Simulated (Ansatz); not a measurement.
# Hypothetical zinc blende BiAs: pressure series

Take BiAs in the zinc blende structure (space group F-43m, No. 216; a = 6.704 Å; a hypothetical phase, not in the database extracts checked) as the base.

Cell and atoms are relaxed at each pressure.

Calculations: PBE in Ansatz (plane waves to 420 eV, PAW, without spin-orbit coupling).

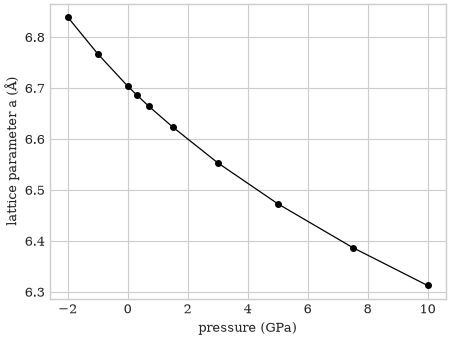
Figure. Lattice parameter a against pressure

**Question.** From the plot, what is the lattice parameter a for pressure 10 GPa?

**Answer.** About 6.31 Å.

**Question.** Is the trend monotonic over the range shown?

**Answer.** Yes, it falls throughout, spanning 6.313 Å to 6.840 Å.

Load acts through the strain it causes; cell and atoms are relaxed under it. Whether these cells are dynamically stable was not tested. No other phases were tried under pressure. The final runs are not spin-polarised.

Ansatz is an electronic-structure program.
